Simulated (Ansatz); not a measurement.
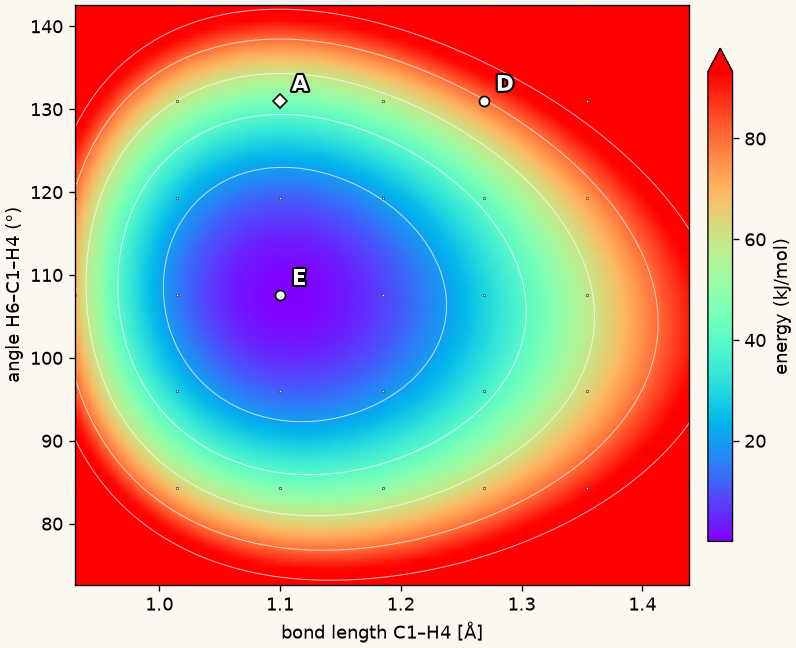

CH4GaO, SMILES C[O][GaH], spin multiplicity 2. Coordinates scanned: (1) bond length C1–H4; (2) angle H6–C1–H4. Nothing is relaxed (all other coordinates rigid). The scan uses a 7 × 7 grid. Points are written as (first, second). Energies are in kJ/mol, from the relaxed molecule at the same level. Level of theory: UKS r2SCAN-D4/def2-SVP (Ansatz 0.2.0).

In the figure: a smooth colour map with a few white contour lines, dots at the grid points, one colour for all values above the top of the scale, lettered points. Between grid points the surface is interpolated.

### Is E the lowest point of the computed grid?

Yes. E, at (1.100 Å, 107.6°), has the lowest energy of the grid.

### What kind of point is each of A, D, E: minimum, saddle, maximum or slope?

A: on a slope; D: on a slope; E: minimum. (In these two coordinates alone; a stationary point may lie a little off the grid point.)
